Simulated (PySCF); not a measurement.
# H₃Si, doublet, SMILES `[SiH3]`: electronic structure

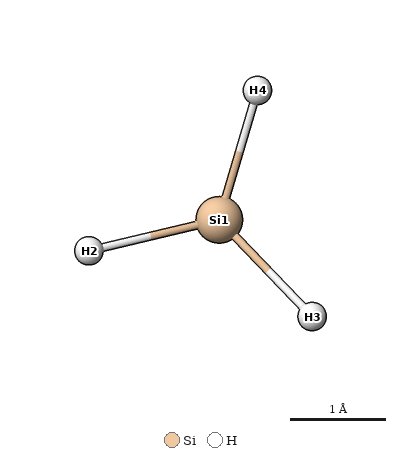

The molecule, with its atoms numbered as below. No frequency check shows the geometry to be a minimum.

Coordinates in Å:

```
Si1     -0.0000    0.0000    0.0561
H2      -1.3770    0.3210   -0.2618
H3       0.9669    1.0316   -0.2618
H4       0.4105   -1.3530   -0.2617
```

### 1. Bonding charge

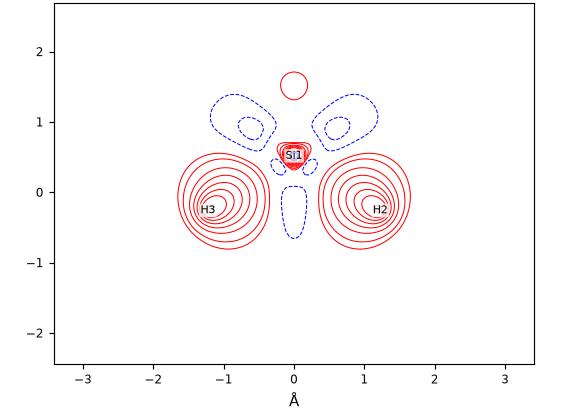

Deformation density (molecule less spherical, spin-averaged free atoms) in the plane of Si1, H2 and H3; contours at ±0.05 to ±0.8 e/Å³; solid red lines: gain, dashed blue lines: loss.

PySCF calculation, TPSS/def2-TZVP, gas phase; geometry: GFN2-xTB. The stability of the open-shell solution wasn't checked. GFN2-xTB doesn't know the spin state, so this open-shell geometry is rough.

How much density has each bond in this plane gained at its critical point, relative to the free atoms?

Answer. Si1–H2 and Si1–H3: +0.22 e/Å³ at the bond critical point (bond length 1.45 Å, Mayer order 0.9). In all, 0.9 electrons gather in the regions of gain relative to the promolecule.

### 2. Bond critical points

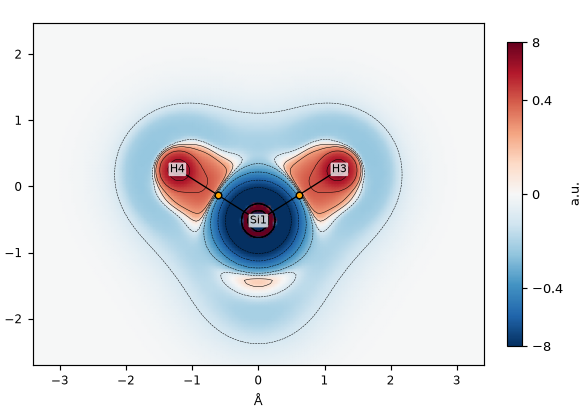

Negative Laplacian of the density (−∇²ρ) in the plane of Si1, H3 and H4 (red positive, blue negative, colour scale in a.u., logarithmic beyond ±0.04), with bond paths and bond critical points (dots).

Sort the bonds in the plane by the sign of ∇²ρ at their critical points.

Answer. At none is it concentrated. Depleted (∇²ρ > 0): Si1–H3 and Si1–H4 (+0.22 a.u., H = −0.076). A positive Laplacian with clearly negative H marks a strongly polar covalent bond, whose critical point lies close to the core of the less electronegative atom.

### 3. Electrostatic potential

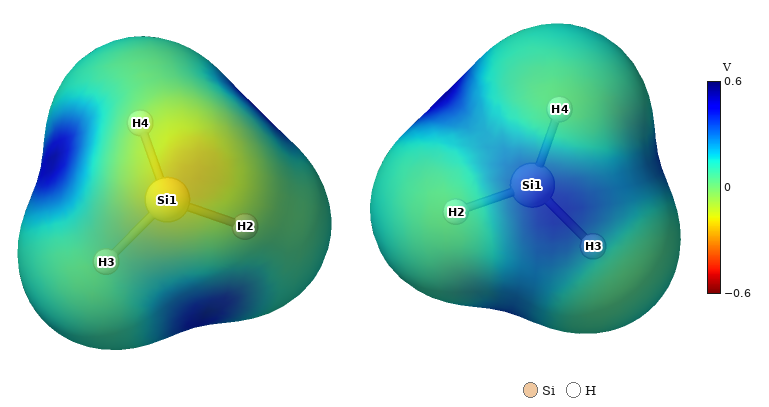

Electrostatic potential on the surface of electron density 0.001 a.u. (back view left, front view right).

Where are the extremes of the potential on the surface?

Answer. Highest: 0.53 V, near H3 (1.99 Å), H2 (2.02 Å) and Si1 (2.13 Å), and at like points elsewhere. Further maxima include 0.42 V, near Si1 (2.23 Å), H2 (2.29 Å) and H4 (2.32 Å); 0.16 V, 1.4 Å from H2. Lowest: −0.21 V, 2.4 Å from Si1. Further minima include 0.03 V, 1.6 Å from H4, and at like points elsewhere. The surface is sampled at points, so like sites can differ by a few per cent and only the strongest of them is named.

### 4. Spin density

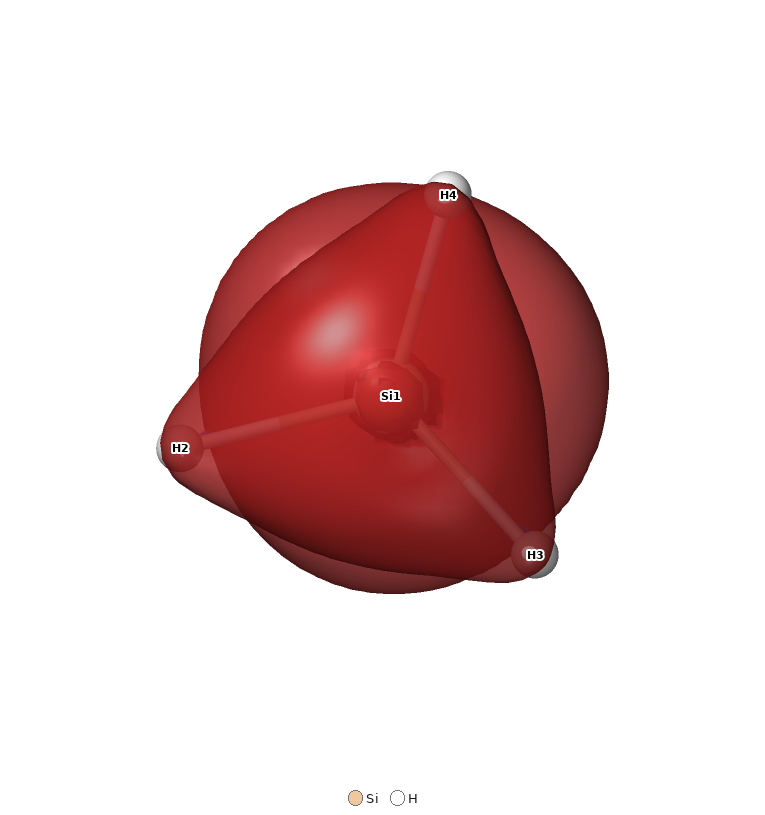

Spin density ρα − ρβ at ±0.02 e/Å³ (red: excess α, blue: excess β).

Where is the unpaired spin?

Answer. Hirshfeld spin populations: Si1 +0.87 and H2, H3 and H4 +0.04. ⟨S²⟩ = 0.75, as for a pure state.

### 5. In an electric field

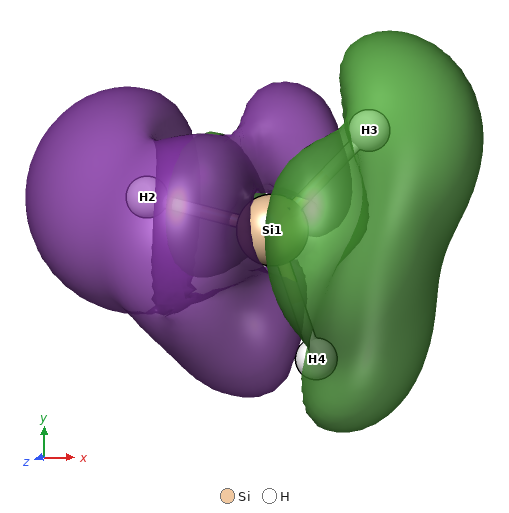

Change of the electron density in a uniform field of 0.10 V/Å, surfaces at ±0.0004 e/Å³ (purple: gain, green: loss).

Computed with PySCF, PBE0/def2-TZVP, geometry: GFN2-xTB. A basis without diffuse functions makes polarisabilities too small. The stability of the open-shell solution wasn't checked. GFN2-xTB doesn't know the spin state, so this open-shell geometry is rough.

Along which Cartesian direction does the field point?

Answer. Along +x: electrons gather on the −x side, against the field.

How large is the response?

Answer. The induced dipole is 0.16 D (along the field); α along this axis, from the fields in both directions, is 30 bohr³ (4.5 Å³).

Which atoms gain and lose the most charge?

Answer. Electrons gather most on H2 (Hirshfeld charge changes by −0.006 e) and leave H3 most (+0.004 e); 0.015 electrons are displaced in all.
